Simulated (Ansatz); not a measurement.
# Iridium, simple cubic under r²SCAN: structure, energy and stiffness, part 2 of 2

Aim: take iridium in the simple cubic structure, relax it, solve it on a dense k-mesh, switch on spin-orbit coupling, then scale the cell to 7 volumes from 88 to 112 % of the relaxed one and try a fit of the equation of state. The k-meshes are 13×13×13 for the relaxation; 20×20×20 for the dense run; 12×12×12 for spin-orbit coupling; 14×14×14 for the volumes.

Ansatz 0.2.0; DFT, r2SCAN, plane waves (500 eV) with PAW, scalar-relativistic. The steps go on from the part before.

**3. The energy on a finer k-mesh**

This is Ir in the simple cubic structure; at room conditions it is fcc.

Contents of input.yaml:

```yaml
crystal:
  lattice:
    - [2.5533079737, 0.0, 0.0]
    - [0.0, 2.5533079737, 0.0]
    - [0.0, 0.0, 2.5533079737]
  atoms:
    - { symbol: Ir, position: [0.0, 0.0, 0.0] }
hamiltonian:
  xc: r2scan
  pseudopotentials:
    kind: paw
    azcp:
      Ir: "pseudopotentials/Ir.paw.azcp"
basis:
  ecutwfc: 500
  fft_grid_basis: typed
kpoints:
  mp_grid: { grid: [20, 20, 20], shift: [0, 0, 0] }
magnetization:
  spin_polarized: false
scf:
  occupations: { method: fermi_dirac, width: 0.1 }
output:
  write_density: true
  write_potential: true
  elf: true
  volumetric_format: npy
```

Launch:

```sh
ansatz run input.yaml --threads 1 --pin off --max-ram 3584MiB --backend cpu --events-out ev --progress --plain --runs-dir out
```

The program printed, cut to the lines that bear on the results:

```text
[...]
Pseudopotentials: kind: paw
Pseudopotential: Ir, paw, valence charge 17, recommended cutoff 500 eV (meta_gga), <dir>
Functional definition: r2SCAN
[...]
Crystal: 1 atoms, lattice volume = 16.646 Å³
Basis set: ecut = 500 eV, 437 PW (Γ), exchange–correlation on 80×80×80 points (64 copies of the dense FFT grid, shifted against one another)
Bands: 13, of which v1, the nominal top of the filled ones, is band 9 counted from 1 (8 counted from 0)
Symmetry: 48 space group operations
Space group: Pm-3m (ITA 221), of the structure as read, at distance tolerance 2.6e-5 Å
k-points: 286 of 8000
[...]
SCF iter   1: F=—  HF=-11947.691111 eV  |F-HF|=—  |Δ(HF+E_count)|=         —  Δρ=1.04e-2  dr2=1.13e-2  dr2_τ=2.60e-2  ethr=1.77e-3  ⟨swp⟩=5.0  Hψ=21603  notcnv=0
[...]
SCF iter   6: F=-11947.714969 eV  HF=-11947.714969 eV  |F-HF|=1.15e-8  |Δ(HF+E_count)|=   3.96e-7  Δρ=1.50e-5  dr2=4.40e-8  dr2_τ=2.68e-9  ethr=5.88e-10  ⟨swp⟩=3.5  Hψ=12089  notcnv=0
[...]
SCF converged after 6 iterations
Free energy (F): -11947.714969 eV
[...]
E sigma→0 (E₀):  -11947.692238 eV
Entropy (-TS):   -0.045462 eV (-45.462 meV/atom)
Fermi energy:    20.610787 eV
[...]
--- Band table (eV; the first three rows and the last of 286) ---
  k-point 0: bands = ["-73.6112", "-29.4862", "-29.4862", "-29.4862", "11.1231", "14.2650", "14.2650", "21.9824", "21.9824", "21.9824", "36.8139", "36.8139", "36.8139"]
[...]
```

It took 13 s on 1 thread of Intel Xeon Platinum 8259CL at 2.50GHz (Skylake/Cascade Lake), shared host; peak memory 0.54 GiB.

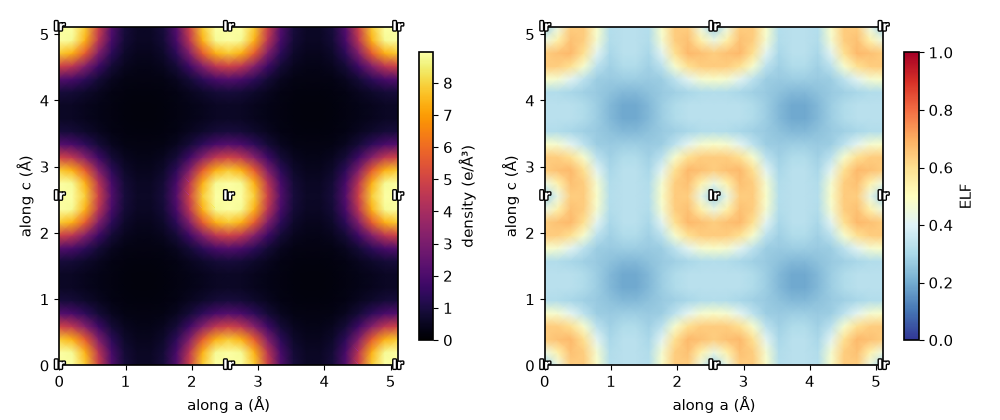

Density (left) and ELF (right) in a lattice plane of the grid's cell (edges 2.55 and 2.55 Å, at 0.000 of the third edge), which holds Ir. Only atoms in the plane are labelled. Both are smooth fields of the valence electrons: close to the nuclei they are not physical.

**4. A two-component run at the same geometry**

Contents of input.yaml:

```yaml
crystal:
  lattice:
    - [2.5533079737, 0.0, 0.0]
    - [0.0, 2.5533079737, 0.0]
    - [0.0, 0.0, 2.5533079737]
  atoms:
    - { symbol: Ir, position: [0.0, 0.0, 0.0] }
hamiltonian:
  xc: r2scan
  pseudopotentials:
    kind: paw_fr
    azcp:
      Ir: "pseudopotentials/Ir.paw.azcp"
basis:
  ecutwfc: 500
  fft_grid_basis: typed
kpoints:
  mp_grid: { grid: [12, 12, 12], shift: [0, 0, 0] }
magnetization:
  noncollinear: true
  spin_orbit: true
scf:
  occupations: { method: fermi_dirac, width: 0.1 }
```

Launch:

```sh
ansatz run input.yaml --threads 1 --pin off --max-ram 3584MiB --backend cpu --events-out ev --progress --plain --runs-dir out
```

The program printed, cut to the lines that bear on the results:

```text
[...]
Pseudopotentials: kind: paw_fr
Pseudopotential: Ir, paw_fr, valence charge 17, recommended cutoff 500 eV (meta_gga), <dir>
[... 1 set-up line as earlier in the session ...]
[...]
non-collinear run that drives no moment, with spin-orbit: no starting moment large enough to seed its density (crystal.atoms[].spin), no starting occupations that ask for one, no magnetisation constraint and no magnetic field, so the semilocal B_xc is pinned to zero
Crystal: 1 atoms, lattice volume = 16.646 Å³
Basis set: ecut = 500 eV, 437 PW (Γ), exchange–correlation on 80×80×80 points (64 copies of the dense FFT grid, shifted against one another)
Bands: 26, of which v1, the nominal top of the filled ones, is band 17 counted from 1 (16 counted from 0)
Symmetry: 48 space group operations + 48 with time reversal
Magnetic group: BNS 221.93 (UNI 1595), of the structure as read, at distance tolerance 2.6e-5 Å
k-points: 84 of 1728
Projection manifold: j_resolved (fully-relativistic pseudo-atomic orbitals)
[...]
SCF iter   1: F=—  HF=-11922.874881 eV  |F-HF|=—  |Δ(HF+E_count)|=         —  Δρ=2.12e-2  dr2=2.56e-2  dr2_τ=4.67e-3  dr2_m=0.00e0 (ungated)  ethr=1.49e-4  |M|=0.00e0 ∫|m|=0.00e0 μB  |m|>n=0.0e0 m-floor=0.0e0 τ_xc=0.0e0  β_m=0.30  ⟨swp⟩=1.6  Hψ=6727  notcnv=0
[...]
SCF iter   8: F=-11922.928840 eV  HF=-11922.928840 eV  |F-HF|=1.36e-9  |Δ(HF+E_count)|=   6.49e-8  Δρ=4.04e-6  dr2=3.22e-9  dr2_τ=3.14e-11  dr2_m=0.00e0 (ungated)  ethr=5.88e-10  |M|=0.00e0 ∫|m|=0.00e0 μB  |m|>n=0.0e0 m-floor=0.0e0 τ_xc=0.0e0  ⟨swp⟩=2.0  Hψ=2143  notcnv=0
[...]
SCF converged after 8 iterations
Magnetization: |M| = 0.0000 μB,  M = (+0.0000, +0.0000, +0.0000) μB
Absolute magnetization: 0.0000 μB (∫|m|)
  site 0: m = (+0.0000, +0.0000, +0.0000) μB, |m| = 0.0000 μB  (R = 1.05 Å)
Free energy (F): -11922.928840 eV
[...]
E sigma→0 (E₀):  -11922.903828 eV
Entropy (-TS):   -0.050024 eV (-50.024 meV/atom)
Fermi energy:    20.715587 eV
[...]
```

It took 17 s on 1 thread of Intel Xeon Platinum 8259CL at 2.50GHz (Skylake/Cascade Lake), shared host; peak memory 0.52 GiB.

With and without spin-orbit coupling:

```tsv
	scalar-relativistic	with spin-orbit coupling
k-mesh	20×20×20	12×12×12
gap on the mesh	none (levels filled in part)	none (levels filled in part)
```

The meshes differ, so small differences between the columns need not come from spin-orbit coupling.

**5. Equation of state: 88 %**

Contents of input.yaml:

```yaml
crystal:
  lattice:
    - [2.4467941053, 0.0, 0.0]
    - [0.0, 2.4467941053, 0.0]
    - [0.0, 0.0, 2.4467941053]
  atoms:
    - { symbol: Ir, position: [0.0, 0.0, 0.0] }
hamiltonian:
  xc: r2scan
  pseudopotentials:
    kind: paw
    azcp:
      Ir: "pseudopotentials/Ir.paw.azcp"
basis:
  ecutwfc: 500
  fft_grid_basis: typed
kpoints:
  mp_grid: { grid: [14, 14, 14], shift: [0, 0, 0] }
magnetization:
  spin_polarized: false
scf:
  occupations: { method: fermi_dirac, width: 0.1 }
  lower_state_search: "off"
output:
  stress: true
```

Launch:

```sh
ansatz run input.yaml --threads 1 --pin off --max-ram 3584MiB --backend cpu --events-out ev --progress --plain --runs-dir out
```

The program printed, cut to the lines that bear on the results:

```text
[...]
[... 3 set-up lines as earlier in the session ...]
[...]
Crystal: 1 atoms, lattice volume = 14.648 Å³
Basis set: ecut = 500 eV, 365 PW (Γ), exchange–correlation on 72×72×72 points (64 copies of the dense FFT grid, shifted against one another)
Bands: 13, of which v1, the nominal top of the filled ones, is band 9 counted from 1 (8 counted from 0)
[... 1 set-up line as earlier in the session ...]
Space group: Pm-3m (ITA 221), of the structure as read, at distance tolerance 2.4e-5 Å
k-points: 120 of 2744
[...]
SCF iter   1: F=-11947.469874 eV  HF=-11947.434806 eV  |F-HF|=3.51e-2  |Δ(HF+E_count)|=         —  Δρ=1.19e-2  dr2=1.26e-2  dr2_τ=4.49e-2  ethr=1.77e-3  ⟨swp⟩=5.0  Hψ=9633  notcnv=0
[...]
SCF iter   6: F=-11947.472505 eV  HF=-11947.472505 eV  |F-HF|=5.25e-9  |Δ(HF+E_count)|=   4.49e-7  Δρ=8.23e-6  dr2=5.18e-9  dr2_τ=1.56e-9  ethr=5.88e-10  ⟨swp⟩=4.6  Hψ=5033  notcnv=0
[...]
SCF converged after 6 iterations
Free energy (F): -11947.472505 eV
[...]
E sigma→0 (E₀):  -11947.454955 eV
Entropy (-TS):   -0.035100 eV (-35.100 meV/atom)
Fermi energy:    24.362405 eV
[...]
--- Stress (GPa, compression-positive) ---
       45.849699       0.000000       0.000000
        0.000000      45.849699       0.000000
        0.000000       0.000000      45.849699
  P = ⅓ Tr σ = 45.8497 GPa (458.497 kbar)
```

It took 5.2 s on 1 thread of Intel Xeon Platinum 8259CL at 2.50GHz (Skylake/Cascade Lake), shared host; peak memory 0.49 GiB.

**6. Equation of state: 92 %**

input.yaml: that of step 5 with these lines changed.

```diff
@@ -2,5 +2,5 @@
   lattice:
-    - [2.4467941053, 0.0, 0.0]
-    - [0.0, 2.4467941053, 0.0]
-    - [0.0, 0.0, 2.4467941053]
+    - [2.4833188052, 0.0, 0.0]
+    - [0.0, 2.4833188052, 0.0]
+    - [0.0, 0.0, 2.4833188052]
   atoms:
```

Launch:

```sh
ansatz run input.yaml --threads 1 --pin off --max-ram 3584MiB --backend cpu --events-out ev --progress --plain --runs-dir out
```

The program printed, cut to the lines that bear on the results:

```text
[...]
[... 3 set-up lines as earlier in the session ...]
[...]
Crystal: 1 atoms, lattice volume = 15.314 Å³
Basis set: ecut = 500 eV, 389 PW (Γ), exchange–correlation on 80×80×80 points (64 copies of the dense FFT grid, shifted against one another)
Bands: 13, of which v1, the nominal top of the filled ones, is band 9 counted from 1 (8 counted from 0)
[... 2 set-up lines as earlier in the session ...]
k-points: 120 of 2744
[...]
SCF iter   1: F=-11947.618818 eV  HF=-11947.588999 eV  |F-HF|=2.98e-2  |Δ(HF+E_count)|=         —  Δρ=1.13e-2  dr2=1.22e-2  dr2_τ=3.71e-2  ethr=1.77e-3  ⟨swp⟩=5.1  Hψ=9644  notcnv=0
[...]
SCF iter   6: F=-11947.621525 eV  HF=-11947.621525 eV  |F-HF|=4.73e-9  |Δ(HF+E_count)|=   4.77e-7  Δρ=1.02e-5  dr2=1.29e-8  dr2_τ=1.17e-9  ethr=5.88e-10  ⟨swp⟩=4.1  Hψ=4875  notcnv=0
[...]
SCF converged after 6 iterations
Free energy (F): -11947.621525 eV
[...]
E sigma→0 (E₀):  -11947.602630 eV
Entropy (-TS):   -0.037789 eV (-37.789 meV/atom)
Fermi energy:    23.011094 eV
[...]
--- Stress (GPa, compression-positive) ---
       26.626260       0.000000       0.000000
        0.000000      26.626260       0.000000
        0.000000       0.000000      26.626260
  P = ⅓ Tr σ = 26.6263 GPa (266.263 kbar)
```

Run time: 5.4 s. Hardware: 1 thread of Intel Xeon Platinum 8259CL at 2.50GHz (Skylake/Cascade Lake), shared host; peak memory 0.51 GiB.

**7. Equation of state: 96 %**

input.yaml: that of step 6 with these lines changed.

```diff
@@ -2,5 +2,5 @@
   lattice:
-    - [2.4833188052, 0.0, 0.0]
-    - [0.0, 2.4833188052, 0.0]
-    - [0.0, 0.0, 2.4833188052]
+    - [2.5187995817, 0.0, 0.0]
+    - [0.0, 2.5187995817, 0.0]
+    - [0.0, 0.0, 2.5187995817]
   atoms:
```

Launch:

```sh
ansatz run input.yaml --threads 1 --pin off --max-ram 3584MiB --backend cpu --events-out ev --progress --plain --runs-dir out
```

The program printed, cut to the lines that bear on the results:

```text
[...]
[... 3 set-up lines as earlier in the session ...]
[...]
Crystal: 1 atoms, lattice volume = 15.980 Å³
Basis set: ecut = 500 eV, 437 PW (Γ), exchange–correlation on 80×80×80 points (64 copies of the dense FFT grid, shifted against one another)
Bands: 13, of which v1, the nominal top of the filled ones, is band 9 counted from 1 (8 counted from 0)
[... 2 set-up lines as earlier in the session ...]
k-points: 120 of 2744
[...]
SCF iter   1: F=-11947.696626 eV  HF=-11947.671447 eV  |F-HF|=2.52e-2  |Δ(HF+E_count)|=         —  Δρ=1.10e-2  dr2=1.20e-2  dr2_τ=3.11e-2  ethr=1.77e-3  ⟨swp⟩=5.0  Hψ=9604  notcnv=0
[...]
SCF iter   6: F=-11947.699436 eV  HF=-11947.699436 eV  |F-HF|=1.30e-9  |Δ(HF+E_count)|=   4.55e-7  Δρ=1.28e-5  dr2=2.60e-8  dr2_τ=1.78e-9  ethr=5.88e-10  ⟨swp⟩=4.1  Hψ=4651  notcnv=0
[...]
SCF converged after 6 iterations
Free energy (F): -11947.699436 eV
[...]
E sigma→0 (E₀):  -11947.679205 eV
Entropy (-TS):   -0.040461 eV (-40.461 meV/atom)
Fermi energy:    21.771594 eV
[...]
--- Stress (GPa, compression-positive) ---
       11.466317       0.000000       0.000000
        0.000000      11.466317       0.000000
        0.000000       0.000000      11.466317
  P = ⅓ Tr σ = 11.4663 GPa (114.663 kbar)
```

Run time: 5.4 s. Hardware: 1 thread of Intel Xeon Platinum 8259CL at 2.50GHz (Skylake/Cascade Lake), shared host; peak memory 0.5 GiB.

**8. Equation of state: 100 %**

input.yaml: that of step 7 with these lines changed.

```diff
@@ -2,5 +2,5 @@
   lattice:
-    - [2.5187995817, 0.0, 0.0]
-    - [0.0, 2.5187995817, 0.0]
-    - [0.0, 0.0, 2.5187995817]
+    - [2.5533079737, 0.0, 0.0]
+    - [0.0, 2.5533079737, 0.0]
+    - [0.0, 0.0, 2.5533079737]
   atoms:
```

Launch:

```sh
ansatz run input.yaml --threads 1 --pin off --max-ram 3584MiB --backend cpu --events-out ev --progress --plain --runs-dir out
```

The program printed, cut to the lines that bear on the results:

```text
[...]
[... 3 set-up lines as earlier in the session ...]
[...]
Crystal: 1 atoms, lattice volume = 16.646 Å³
Basis set: ecut = 500 eV, 437 PW (Γ), exchange–correlation on 80×80×80 points (64 copies of the dense FFT grid, shifted against one another)
Bands: 13, of which v1, the nominal top of the filled ones, is band 9 counted from 1 (8 counted from 0)
[... 2 set-up lines as earlier in the session ...]
k-points: 120 of 2744
[...]
SCF iter   1: F=-11947.718266 eV  HF=-11947.697238 eV  |F-HF|=2.10e-2  |Δ(HF+E_count)|=         —  Δρ=1.09e-2  dr2=1.20e-2  dr2_τ=2.66e-2  ethr=1.77e-3  ⟨swp⟩=5.0  Hψ=9524  notcnv=0
[...]
SCF iter   6: F=-11947.721252 eV  HF=-11947.721252 eV  |F-HF|=9.25e-9  |Δ(HF+E_count)|=   4.55e-7  Δρ=1.50e-5  dr2=4.18e-8  dr2_τ=2.68e-9  ethr=5.88e-10  ⟨swp⟩=4.3  Hψ=4681  notcnv=0
[...]
SCF converged after 6 iterations
Free energy (F): -11947.721252 eV
[...]
E sigma→0 (E₀):  -11947.699684 eV
Entropy (-TS):   -0.043137 eV (-43.137 meV/atom)
Fermi energy:    20.630302 eV
[...]
--- Stress (GPa, compression-positive) ---
       -0.489087       0.000000       0.000000
       -0.000000      -0.489087       0.000000
        0.000000       0.000000      -0.489087
  P = ⅓ Tr σ = -0.4891 GPa (-4.891 kbar)
```

Run time: 5.5 s. Hardware: 1 thread of Intel Xeon Platinum 8259CL at 2.50GHz (Skylake/Cascade Lake), shared host; peak memory 0.5 GiB.

**9. Equation of state: 104 %**

input.yaml: that of step 8 with these lines changed.

```diff
@@ -2,5 +2,5 @@
   lattice:
-    - [2.5533079737, 0.0, 0.0]
-    - [0.0, 2.5533079737, 0.0]
-    - [0.0, 0.0, 2.5533079737]
+    - [2.5869079844, 0.0, 0.0]
+    - [0.0, 2.5869079844, 0.0]
+    - [0.0, 0.0, 2.5869079844]
   atoms:
```

Launch:

```sh
ansatz run input.yaml --threads 1 --pin off --max-ram 3584MiB --backend cpu --events-out ev --progress --plain --runs-dir out
```

The program printed, cut to the lines that bear on the results:

```text
[...]
[... 3 set-up lines as earlier in the session ...]
[...]
Crystal: 1 atoms, lattice volume = 17.312 Å³
Basis set: ecut = 500 eV, 461 PW (Γ), exchange–correlation on 80×80×80 points (64 copies of the dense FFT grid, shifted against one another)
Bands: 13, of which v1, the nominal top of the filled ones, is band 9 counted from 1 (8 counted from 0)
[... 2 set-up lines as earlier in the session ...]
k-points: 120 of 2744
[...]
SCF iter   1: F=-11947.695686 eV  HF=-11947.678241 eV  |F-HF|=1.74e-2  |Δ(HF+E_count)|=         —  Δρ=1.07e-2  dr2=1.20e-2  dr2_τ=2.32e-2  ethr=1.77e-3  ⟨swp⟩=5.0  Hψ=9309  notcnv=0
[...]
SCF iter   6: F=-11947.698874 eV  HF=-11947.698874 eV  |F-HF|=1.65e-8  |Δ(HF+E_count)|=   4.37e-7  Δρ=1.64e-5  dr2=5.35e-8  dr2_τ=3.36e-9  ethr=5.88e-10  ⟨swp⟩=4.2  Hψ=4665  notcnv=0
[...]
SCF converged after 6 iterations
Free energy (F): -11947.698874 eV
[...]
E sigma→0 (E₀):  -11947.675930 eV
Entropy (-TS):   -0.045889 eV (-45.889 meV/atom)
Fermi energy:    19.576002 eV
[...]
--- Stress (GPa, compression-positive) ---
       -9.901791       0.000000       0.000000
       -0.000000      -9.901791       0.000000
        0.000000       0.000000      -9.901791
  P = ⅓ Tr σ = -9.9018 GPa (-99.018 kbar)
```

Run time: 5.6 s. Hardware: 1 thread of Intel Xeon Platinum 8259CL at 2.50GHz (Skylake/Cascade Lake), shared host; peak memory 0.51 GiB.

**10. Equation of state: 108 %**

input.yaml: that of step 9 with these lines changed.

```diff
@@ -2,5 +2,5 @@
   lattice:
-    - [2.5869079844, 0.0, 0.0]
-    - [0.0, 2.5869079844, 0.0]
-    - [0.0, 0.0, 2.5869079844]
+    - [2.6196571317, 0.0, 0.0]
+    - [0.0, 2.6196571317, 0.0]
+    - [0.0, 0.0, 2.6196571317]
   atoms:
```

Launch:

```sh
ansatz run input.yaml --threads 1 --pin off --max-ram 3584MiB --backend cpu --events-out ev --progress --plain --runs-dir out
```

The program printed, cut to the lines that bear on the results:

```text
[...]
[... 3 set-up lines as earlier in the session ...]
[...]
Crystal: 1 atoms, lattice volume = 17.978 Å³
Basis set: ecut = 500 eV, 461 PW (Γ), exchange–correlation on 80×80×80 points (64 copies of the dense FFT grid, shifted against one another)
Bands: 13, of which v1, the nominal top of the filled ones, is band 9 counted from 1 (8 counted from 0)
[... 2 set-up lines as earlier in the session ...]
k-points: 120 of 2744
[...]
SCF iter   1: F=-11947.638462 eV  HF=-11947.624056 eV  |F-HF|=1.44e-2  |Δ(HF+E_count)|=         —  Δρ=1.06e-2  dr2=1.20e-2  dr2_τ=2.05e-2  ethr=1.77e-3  ⟨swp⟩=4.9  Hψ=9193  notcnv=0
[...]
SCF iter   6: F=-11947.641760 eV  HF=-11947.641760 eV  |F-HF|=2.89e-8  |Δ(HF+E_count)|=   3.90e-7  Δρ=1.91e-5  dr2=7.64e-8  dr2_τ=3.18e-9  ethr=5.88e-10  ⟨swp⟩=4.7  Hψ=5185  notcnv=0
[...]
SCF converged after 6 iterations
Free energy (F): -11947.641760 eV
[...]
E sigma→0 (E₀):  -11947.617376 eV
Entropy (-TS):   -0.048766 eV (-48.766 meV/atom)
Fermi energy:    18.599512 eV
[...]
--- Stress (GPa, compression-positive) ---
      -17.283473       0.000000       0.000000
        0.000000     -17.283473       0.000000
        0.000000       0.000000     -17.283473
  P = ⅓ Tr σ = -17.2835 GPa (-172.835 kbar)
```

It took 5.9 s on 1 thread of Intel Xeon Platinum 8259CL at 2.50GHz (Skylake/Cascade Lake), shared host; peak memory 0.51 GiB.

**11. Equation of state: 112 %**

input.yaml: that of step 10 with these lines changed.

```diff
@@ -2,5 +2,5 @@
   lattice:
-    - [2.6196571317, 0.0, 0.0]
-    - [0.0, 2.6196571317, 0.0]
-    - [0.0, 0.0, 2.6196571317]
+    - [2.6516073188, 0.0, 0.0]
+    - [0.0, 2.6516073188, 0.0]
+    - [0.0, 0.0, 2.6516073188]
   atoms:
@@ -25 +25,5 @@
   stress: true
+  write_density: true
+  write_potential: true
+  elf: true
+  volumetric_format: npy
```

Launch:

```sh
ansatz run input.yaml --threads 1 --pin off --max-ram 3584MiB --backend cpu --events-out ev --progress --plain --runs-dir out
```

The program printed, cut to the lines that bear on the results:

```text
[...]
[... 3 set-up lines as earlier in the session ...]
[...]
Crystal: 1 atoms, lattice volume = 18.644 Å³
Basis set: ecut = 500 eV, 461 PW (Γ), exchange–correlation on 80×80×80 points (64 copies of the dense FFT grid, shifted against one another)
Bands: 13, of which v1, the nominal top of the filled ones, is band 9 counted from 1 (8 counted from 0)
[... 1 set-up line as earlier in the session ...]
Space group: Pm-3m (ITA 221), of the structure as read, at distance tolerance 2.7e-5 Å
k-points: 120 of 2744
[...]
SCF iter   1: F=-11947.554058 eV  HF=-11947.542171 eV  |F-HF|=1.19e-2  |Δ(HF+E_count)|=         —  Δρ=1.05e-2  dr2=1.20e-2  dr2_τ=1.85e-2  ethr=1.77e-3  ⟨swp⟩=4.9  Hψ=9187  notcnv=0
[...]
SCF iter   7: F=-11947.557477 eV  HF=-11947.557477 eV  |F-HF|=5.20e-10  |Δ(HF+E_count)|=   8.85e-9  Δρ=2.37e-6  dr2=1.21e-9  dr2_τ=3.23e-11  ethr=5.88e-10  ⟨swp⟩=7.8  Hψ=8511  notcnv=0
[...]
SCF converged after 7 iterations
Free energy (F): -11947.557477 eV
[...]
E sigma→0 (E₀):  -11947.531598 eV
Entropy (-TS):   -0.051759 eV (-51.759 meV/atom)
Fermi energy:    17.693415 eV
[...]
--- Stress (GPa, compression-positive) ---
      -23.035833       0.000000       0.000000
        0.000000     -23.035833       0.000000
        0.000000       0.000000     -23.035833
  P = ⅓ Tr σ = -23.0358 GPa (-230.358 kbar)
--- Band table (eV; the first three rows and the last of 120) ---
  k-point 0: bands = ["-76.2931", "-32.2639", "-32.2639", "-32.2639", "9.1754", "12.2714", "12.2714", "18.7873", "18.7873", "18.7873", "33.1521", "33.1521", "33.1521"]
[...]
```

Wall time 7.9 s (1 thread of Intel Xeon Platinum 8259CL at 2.50GHz (Skylake/Cascade Lake), shared host); peak memory 0.52 GiB.

**12. Fitting the volumes**

The cell was scaled evenly, with its shape and the fractional positions fixed.

```tsv
V (Å³/atom)	E − E₀ (meV/atom)	P from the stress (GPa)	P from the fit (GPa)
14.648	244.8	45.85	45.60
15.314	97.1	26.63	26.29
15.980	20.6	11.47	11.13
16.646	0.1	-0.49	-0.81
17.312	23.8	-9.90	-10.22
17.978	82.4	-17.28	-17.63
18.644	168.2	-23.04	-23.46
```

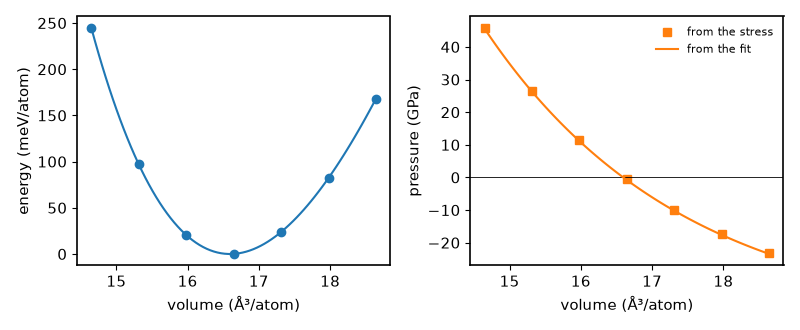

Energy and pressure against volume; the lines are the Birch-Murnaghan fit.

A third-order Birch-Murnaghan fit gives V₀ = 16.595 Å³/atom, B₀ = 268 GPa and B₀′ = 4.9; it misses no point by more than 0.06 meV/atom.

Fit and stress differ a little: one follows E(σ → 0), the other the smeared free energy.

**13. Results**

What follows sums up all 2 parts.

| quantity | value |
| --- | --- |
| space group (spins left aside) | Pm-3m (No. 221) |
| conventional cell | a = 2.553 Å |
| volume | 16.646 Å³/atom |
| shortest distance | 2.553 Å |
| gap on the mesh | none (levels filled in part) |
| relative to fcc | +1035 meV/atom |
| V₀, B₀, B₀′ | 16.595 Å³/atom, 268 GPa, 4.9 |

In words: From the guessed start the volume grew by 8.9 % in 6 steps. Against the reference form of iridium (fcc, computed apart with the same settings) it stands 1035 meV/atom higher, so it is far from stable. No gap shows: it is a metal or semimetal at this level. Totals with and without spin-orbit coupling (+24.8 eV/atom apart) can't be read as binding, since the two-component data shift the zero of energy. B₀ comes out at 268 GPa. The symmetry was held, so the structure may be unstable against distortions that break it.
